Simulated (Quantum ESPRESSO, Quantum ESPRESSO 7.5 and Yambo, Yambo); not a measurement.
# InF3 (R-3c): the gap under hydrostatic strain

Aim: the gap of InF3 (R-3c) under hydrostatic strain, by LDA and G0W0.

Program: Quantum ESPRESSO 7.5 and Yambo 5.3.0. Level of theory: LDA and many-body steps on it, plane waves. Results are calculated unless marked as measured.

### 1. Starting point

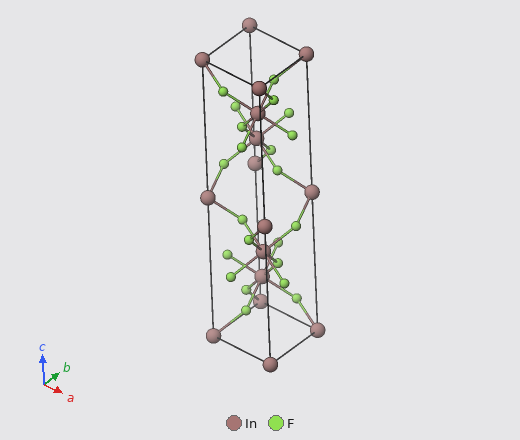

Start, viewed slightly off an axis; indium brown, fluorine green. This picture shows the conventional cell, with its axes. Bonds to atoms that aren't drawn are left out. Some periodic images of atoms are drawn too.

The cell and positions are those that the Materials Project relaxed with its own functionals (PBE, PBE+U or r2SCAN), before strain.

### 2. Ground state

This step: Quantum ESPRESSO 7.5; DFT, LDA, plane waves, norm-conserving pseudopotentials.

The ground-state density comes first.

pw.in

```
&control
  calculation = 'scf'
  prefix = 'x'
  outdir = 'o'
  pseudo_dir = 'pseudo'
  tprnfor = .true.
  tstress = .true.
/
&system
  ibrav = 0
  nat = 8
  ntyp = 2
  ecutwfc = 80.0
  nbnd = 50
  force_symmorphic = .true.
/
&electrons
  conv_thr = 1e-10
  electron_maxstep = 80
  mixing_beta = 0.5
/
ATOMIC_SPECIES
  In 114.82 In.upf
  F 18.998 F.upf
CELL_PARAMETERS angstrom
  2.6021411829 1.5023469124 4.9075061345
  -2.6021411829 1.5023469124 4.9075061345
  0.0000000000 -3.0046938249 4.9075061345
ATOMIC_POSITIONS crystal
  In 0.5000000000 0.5000000000 0.5000000000
  In 0.0000000000 0.0000000000 0.0000000000
  F 0.3957092200 0.7500000000 0.1042907800
  F 0.7500000000 0.1042907800 0.3957092200
  F 0.8957092200 0.6042907800 0.2500000000
  F 0.2500000000 0.8957092200 0.6042907800
  F 0.6042907800 0.2500000000 0.8957092200
  F 0.1042907800 0.3957092200 0.7500000000
K_POINTS automatic
  6 6 6 0 0 0
```

Command:

```
$ OMP_NUM_THREADS=1 mpirun -n 8 pw.x -nk 8 -in pw.in > pw.out
```

Output:

```text
Program PWSCF v.7.5 starts

     This program is part of the open-source Quantum ESPRESSO suite
     for quantum simulation of materials; please cite
         "P. Giannozzi et al., J. Phys.:Condens. Matter 21 395502 (2009);
         "P. Giannozzi et al., J. Phys.:Condens. Matter 29 465901 (2017);
         "P. Giannozzi et al., J. Chem. Phys. 152 154105 (2020);
     in publications or presentations arising from this work. More details at
     Message from routine setup:
[...]
total   stress  (Ry/bohr**3)                   (kbar)     P=      -43.40
  -0.00028485  -0.00000000   0.00000000          -41.90       -0.00        0.00
   0.00000000  -0.00028485  -0.00000000            0.00      -41.90       -0.00
  -0.00000000  -0.00000000  -0.00031529           -0.00       -0.00      -46.38

     XML data file, charge density, pseudopotentials, collected wavefunctions

=------------------------------------------------------------------------------=
   JOB DONE.
=------------------------------------------------------------------------------=
[key lines of the parts left out:]
!    total energy              =   -1092.75449672 Ry
convergence has been achieved in  10 iterations
```

Elapsed: 38 s, on 8 MPI ranks of Arm Neoverse V2, shared host; peak memory 1.3 GiB.

Numbers from this step:

| Property | Result |
| --- | --- |
| total energy | -14867.6823 eV |
| gap | 4.009 eV |
| k of the valence top | 0, -0.5, -0.5 |
| k of the conduction bottom | 0, 0, 0 |
| least direct gap | 4.042 eV |
| pressure | -4.34 GPa |

The gap is indirect, with the least direct gap 0.03 eV higher.

With these pseudopotential files and this cutoff the stress is not reliable, so the pressure is no result.

### 3. Empty states on the mesh, 4×4×4 mesh, 163 bands

The sums over transitions need many empty states on a uniform mesh; this step solves for them.

Edit pw.in of step 2 so:

```diff
@@ -1,3 +1,3 @@
 &control
-  calculation = 'scf'
+  calculation = 'nscf'
   prefix = 'x'
@@ -5,4 +5,2 @@
   pseudo_dir = 'pseudo'
-  tprnfor = .true.
-  tstress = .true.
 /
@@ -13,3 +11,3 @@
   ecutwfc = 80.0
-  nbnd = 50
+  nbnd = 163
   force_symmorphic = .true.
@@ -17,5 +15,6 @@
 &electrons
-  conv_thr = 1e-10
+  conv_thr = 1e-9
   electron_maxstep = 80
-  mixing_beta = 0.5
+  diago_full_acc = .true.
+  diago_thr_init = 5e-6
 /
@@ -38,2 +37,2 @@
 K_POINTS automatic
-  6 6 6 0 0 0
+  4 4 4 0 0 0
```

Command:

```
$ OMP_NUM_THREADS=1 mpirun -n 8 pw.x -nk 4 -in pw.in > pw.out
```

Output:

```text
[banner, memory and clock lines left out]
Program PWSCF v.7.5 starts

     Atomic positions and unit cell read from directory:
     o/x.save/

     Message from routine setup:
     using ibrav=0 with symmetry is DISCOURAGED, use correct ibrav instead

     bravais-lattice index     =            0
     lattice parameter (alat)  =      10.8740  a.u.
     unit-cell volume          =     776.8010 (a.u.)^3
     number of atoms/cell      =            8
     number of atomic types    =            2
     number of electrons       =        84.00
[...]
[... 9 further rows ...]
[...]
61.5939  61.8607  62.1179

          k = 0.0000 0.6384-0.1954 (  9372 PWs)   bands (ev):

  -108.5499-108.5499 -67.1691 -67.1691 -67.1691 -67.1691 -67.1509 -67.1509
[...]
30.5619  30.5619  31.6013  31.6013  32.9200  32.9200  33.4591  33.4591
     [... 9 further rows ...]
    59.1595  59.1595  60.6624  60.6624  61.0688  61.0688  61.3517  61.3517
    61.7355  61.7355  62.3289

          k =-0.2764-0.1596 0.1954 (  9370 PWs)   bands (ev):

     [... further k-points ...]

     highest occupied, lowest unoccupied level (ev):     2.3935    6.4029

     XML data file, pseudopotentials, collected wavefunctions
```

It took 26 s on 8 MPI ranks; peak memory 0.99 GiB; 3.4 min of CPU time.

Numbers from this step:

* gap: 4.009 eV
* k of the valence top: 0, -0.5, -0.5
* k of the conduction bottom: 0, 0, 0
* least direct gap: 4.042 eV
* k points computed: 14
* lowest point of the top converged band, above the valence top: 59.5144 eV

On this mesh the gap is 4.009 eV.

### 4. Conversion and set-up

This step: Yambo 5.3.0; conversion and set-up on LDA, plane waves, norm-conserving pseudopotentials.

The states are converted to the many-body program's format and the q mesh is built.

Command:

```
$ (cd o/x.save; p2y > p2y.log; mv SAVE ../..); yambo > setup.log
```

Output:

```text
 Yambo, version 5.3.0

 [02] CORE Variables Setup
 =========================

  [02.01] Unit cells
  ==================

  Cell kind             :  Unknown
  Atoms in the cell     :  In  F
  number of In atoms    :  2
  number of F  atoms    :   6

  List of atomic masses
  Mass of In    :  114.8200
  Mass of F     :  18.99800

  List of atomic coordinates    : [cc]
  In1       :   0.0000     -0.94486E-10   13.911      order 1
  In2       :  0.000000  0.000000  0.000000  order 2
  F1       :  -1.74217   2.66053  11.59230  order 3
[...]
Q [ 1]         [rlu]:  0.000000  0.000000  0.000000
 Q [ 2]         [rlu]: -0.34882E-16 -0.34882E-16  0.25000
 Q [ 3]         [rlu]:  0.49282E-16  0.49282E-16 -0.50000
[...]
Q [ 8]         [rlu]:  0.250000  0.250000  0.250000
 Q [ 9]         [rlu]:  0.250000  0.250000  0.500000
 Q [10]         [rlu]:  0.250000  0.250000 -0.250000
 Q [11]         [rlu]:  0.250000  0.500000  0.500000
 Q [12]         [rlu]:  0.250000  0.500000  0.750000
 Q [13]         [rlu]: -0.500000 -0.500000 -0.500000
 Q [14]         [rlu]: -0.25000     -0.16429E-15 -0.50000

  [03.01] X indexes
  =================

   [03.01.01] Sigma indexes
   ========================

 [06] Game Over & Game summary
```

Elapsed: 2.8 s, on 1 MPI rank; peak memory 0.25 GiB.

### 5. G0W0, strain +0 %

G0W0 replaces the xc potential by the self-energy, built once from these orbitals. Only a window of levels is corrected, while the sums run over the empty bands that the input names.

This step: G0W0 on LDA, plane waves, norm-conserving pseudopotentials.

gw1.in

```
HF_and_locXC
gw0
dyson
ppa
em1d
rim_cut
RandQpts= 1000000
RandGvec= 1 RL
EXXRLvcs= 80 Ry
VXCRLvcs= 320 Ry
Chimod= "HARTREE"
% BndsRnXp
 1 | 163 |
%
NGsBlkXp= 9 Ry
% LongDrXp
 1 | 1 | 1 |
%
% GbndRnge
 1 | 163 |
%
DysSolver= "n"
ExtendOut
PPAPntXp= 27.21138 eV
% QPkrange
 7 | 7 | 41 | 44 |
 1 | 1 | 41 | 44 |
%
```

Command:

```
$ OMP_NUM_THREADS=2 mpirun -n 4 yambo -F gw1.in -J gw1 -C gw1 > gw1.log
```

Output:

```text
 Yambo, version 5.3.0

 [02] CORE Variables Setup
 =========================

  [... cell, symmetries and grids as in the set-up ...]

  [02.05] Energies & Occupations
  ==============================

  [X] === General ===
  [X] Electronic Temperature                        :  0.000000  0.000000 [eV K]
  [X] Bosonic    Temperature                        :  0.000000  0.000000 [eV K]
  [X] Finite Temperature mode                       : no
  [X] El. density                                   :  0.72974E+24 [cm-3]
  [X] Fermi Level                                   :  2.393526 [eV]

  [X] === Gaps and Widths ===
  [X] Conduction Band Min                           :  4.009337 [eV]
  [X] Valence Band Max                              :  0.000000 [eV]
  [X] Filled Bands                                  :   42
  [X] Empty Bands                                   :   43  163
  [X] Direct Gap                                    :  4.041771 [eV]
  [X] Direct Gap localized at k                     :  1
  [X] Indirect Gap                                  :  4.009337 [eV]
  [X] Indirect Gap between kpts                     :   7   1
  [X] Last valence band width                       :  0.129179 [eV]
  [X] 1st conduction band width                     :  3.087632 [eV]

 [03] Transferred momenta grid and indexing
 ==========================================

 IBZ Q-points                                      :  14
 BZ  Q-points                                      :   64

 K/Q-points units:
 rlu = crystal or reduced units; cc = cartesian coordinates; iku = interal k-units

 Q [ 1]         [rlu]:  0.000000  0.000000  0.000000
 Q [ 2]         [rlu]: -0.34882E-16 -0.34882E-16  0.25000
 Q [ 3]         [rlu]:  0.49282E-16  0.49282E-16 -0.50000
[...]
Q [ 8]         [rlu]:  0.250000  0.250000  0.250000
 Q [ 9]         [rlu]:  0.250000  0.250000  0.500000
 Q [10]         [rlu]:  0.250000  0.250000 -0.250000
 Q [11]         [rlu]:  0.250000  0.500000  0.500000
 Q [12]         [rlu]:  0.250000  0.500000  0.750000
 Q [13]         [rlu]: -0.500000 -0.500000 -0.500000
 Q [14]         [rlu]: -0.25000     -0.16429E-15 -0.50000

 [04] Coloumb potential Random Integration (RIM)
 ===============================================

  [04.01] RIM initialization
  ==========================

  * Diagonal components only detected *

  8 x (sBL volume)        :  0.039915 [a.u.]
  sBZ random points       :  1000000
  Points outside the sBZ  :   7988742
  RL volume               :  0.319323 [a.u.]
  Integrated volume       :  0.319773 [a.u.]

  [04.02] RIM integrals
  =====================

  Gamma point sphere radius             :  0.061991 [a.u.]
  Points outside the sphere             :   799652
  [Int_sBZ(q=0) 1/q^2]*(Vol_sBZ)^(-1/3) =:  7.753065
                                 should be <:  7.795600

  Summary of Coulomb integrals for non-metallic bands |Q|[au] RIM/Bare

[...]
Global Gauge                                     : length
  X matrix size                                    :   375
  X band range                                     :    1  163
  X e/h energy range                               : -1.000000 -1.000000 [eV]
  X Time ordering                                  : R
  X Hxc Kernel                                     : HARTREE
  X Drude frequency                                :  0.000000  0.000000
  X poles                                          :  100.0000 [o/o]
  RL vectors in the sum                            :  11327
  [r,Vnl] included                                 : yes
  Field direction                                  :  0.577350E-5  0.577350E-5  0.577350E-5
  BZ energy Double Grid                            : no
  BZ energy DbGd points                            : 0
  BZ Q point size factor                           : -1.000000
  X Optical Averaged directions                    : none

 [07] Local Exchange-Correlation + Non-Local Fock
 ================================================

 [VXC] Plane waves :   74873
 [EXS] Plane waves :   9339

 QP @ state[ 1 ] K range:  1  1
 QP @ state[ 1 ] b range:   41   44
 QP @ state[ 2 ] K range:   7   7
 QP @ state[ 2 ] b range:   41   44

 [xc] Functional : Slater exchange(X)+Perdew & Wang(C)
 [xc] LIBXC used to calculate xc functional
  PP Number of Atomic Species                      :  2
  NLCC RL compoments                               :   74873
  PP Number of Atomic Species                      :  2
  NLCC RL compoments                               :   74873

 [xc] E_xc :  -59.69011 [Ha]
      E_xc :  -119.3802 [Ry]

  Local XC kind (lXC) : Slater exchange(X)+Perdew & Wang(C)
  Non-Local XC kind (nlXC) : Hartree-Fock

  Corrections @ K [1] :  [eV]
 <41|nlXC|41> = -30.71635 -0.14795E-16 <41|lXC|41> = -22.75054  0.18882E-15
 <42|nlXC|42> = -30.71636 -0.17805E-16 <42|lXC|42> = -22.75055  0.47204E-16
 <43|nlXC|43> = -10.34925  0.97115E-18 <43|lXC|43> = -15.00344  0.18886E-15
[...]
Corrections @ K [7] :  [eV]
[...]
<43|nlXC|43> = -12.86166  0.26573E-18 <43|lXC|43> = -18.19567 -0.47160E-16
 <44|nlXC|44> = -13.06258 -0.27922E-18 <44|lXC|44> = -19.12037 -0.18884E-15

 [08] Dyson equation: Newton solver
 ==================================

  [08.01] G0W0 (W PPA)
  ====================

  [  GW  ] Bands range     :    1  163
  [GW/PPA] G damping       :  0.100000 [eV]

  QP @ state[ 1 ] K range:  1  1
  QP @ state[ 1 ] b range:   41   44
  QP @ state[ 2 ] K range:   7   7
  QP @ state[ 2 ] b range:   41   44

   Sc/G bands                                       :    1  163
   Sc/G damping                                     :  0.100000 ev
   Sc bands terminator                              : no
   Sx RL components                                 :   9339

   QP @ state[ 1 ] K range                          :  1  1
   QP @ state[ 1 ] b range                          :   41   44
   QP @ state[ 2 ] K range                          :   7   7
   QP @ state[ 2 ] b range                          :   41   44
   GF energies kind                                 : Slater exchange(X)+Perdew & Wang(C)
   GF WF`s kind                                     : Slater exchange(X)+Perdew & Wang(C)
   Xs energies kind                                 : Slater exchange(X)+Perdew & Wang(C)
   Xs WF`s kind                                     : Slater exchange(X)+Perdew & Wang(C)

 [11] Game Over & Game summary
```

The job ended after 10 min (4 MPI ranks; peak memory 6.3 GiB; 73 min of CPU time).

Numbers from this step:

- G0W0 gap on the points computed: 7.683 eV
- starting gap on the mesh: 4.009 eV
- k of the valence top: 0, -0.5, -0.5
- k of the conduction bottom: 0, 0, 0
- least direct G0W0 gap on the computed points: 7.748 eV
- Z at the valence top: 0.8056
- Z at the conduction bottom: 0.8677

The gap on the mesh goes from 4.01 eV to 7.68 eV, a correction of +3.67 eV.

### 6. G0W0, strain -1 %

The cell differs from the one that the last finished run ended in (a 5.754 → 5.697 Å, b 5.754 → 5.697 Å, c 5.754 → 5.697 Å).

gw2.in, as its differences from gw1.in of step 5:

```diff
@@ -14,3 +14,3 @@
 %
-NGsBlkXp= 9 Ry
+NGsBlkXp= 375 RL
 % LongDrXp
```

Command:

```
$ OMP_NUM_THREADS=2 mpirun -n 4 yambo -F gw2.in -J gw2 -C gw2 > gw2.log
```

Output:

```text
 Yambo, version 5.3.0

 [02] CORE Variables Setup
 =========================

  [... cell, symmetries and grids as in the set-up ...]

  [02.05] Energies & Occupations
  ==============================

  [X] === General ===
  [X] Electronic Temperature                        :  0.000000  0.000000 [eV K]
  [X] Bosonic    Temperature                        :  0.000000  0.000000 [eV K]
  [X] Finite Temperature mode                       : no
  [X] El. density                                   :  0.75207E+24 [cm-3]
[...]
Sx RL components                                 :   9111

   QP @ state[ 1 ] K range                          :  1  1
   QP @ state[ 1 ] b range                          :   41   44
   QP @ state[ 2 ] K range                          :   7   7
   QP @ state[ 2 ] b range                          :   41   44
   GF energies kind                                 : Slater exchange(X)+Perdew & Wang(C)
   GF WF`s kind                                     : Slater exchange(X)+Perdew & Wang(C)
   Xs energies kind                                 : Slater exchange(X)+Perdew & Wang(C)
   Xs WF`s kind                                     : Slater exchange(X)+Perdew & Wang(C)

 [11] Game Over & Game summary
```

It took 10 min on 4 MPI ranks; peak memory 6.4 GiB; 72 min of CPU time.

Numbers from this step:

```yaml
g0w0_gap_on_the_points_computed: 7.858 eV
starting_gap_on_the_mesh: 4.227 eV
k_of_the_valence_top: 0, -0.5, -0.5
k_of_the_conduction_bottom: 0, 0, 0
least_direct_g0w0_gap_on_the_computed_points: 7.971 eV
```

The gap on the mesh goes from 4.23 eV to 7.86 eV, a correction of +3.63 eV.

Ground state, empty states and screening of this cell were made anew, as for the first cell; those steps are not shown. 

(Continued in part 2 of 2.)

[Paths, hosts, dates, memory and timing lines, banners, echoed tables and standing remarks are left out of the program output.]

[Logs are printed without paths, hosts, clocks, repeated set-up lines and the standing remarks that a program may print on its own settings, such as how far it seeks lower states.]

[Runs of the session that timed out or met a known fault of the program may be left out.]

[Hosts, paths, dates, database ids (printed as entryN), source tags and the programs' standing remarks are cut or masked in the printed files.]
